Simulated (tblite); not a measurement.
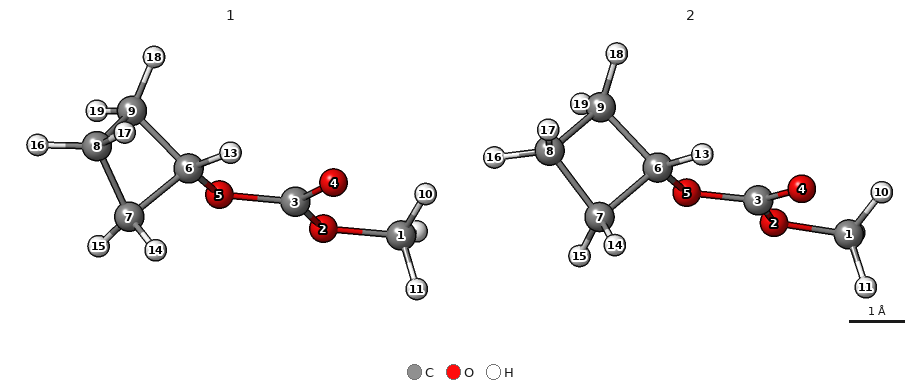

Two geometries of C$_{6}$H$_{10}$O$_{3}$, drawn at one scale. One is the start of a relaxation, the other its converged end. Style: ball-and-stick. Shown from a free direction.

Method: tblite, GFN2-xTB geometry optimisation, gas phase. 

Which one is relaxed?

Answer. Structure 2 is the relaxed one. The largest move after the best rigid fit is that of an H atom, 0.70 Å. By element the largest moves are H 0.70 Å, C 0.27 Å, O 0.22 Å. Among the contacts that change: C–O 1.416 → 1.329 Å, C–O 1.257 → 1.199 Å, C–C 1.493 → 1.535 Å, C–H 1.127 → 1.087 Å. Bond angles that change, for instance: O–C–O 121.1° → 108.2°, O–C–O 115.1° → 126.5°, C–C–H 106.8° → 116.1°. Over 64 geometry steps the energy falls by 28.7 kcal/mol. The run took 1.4 s on 1 thread of AMD EPYC, on a shared host.
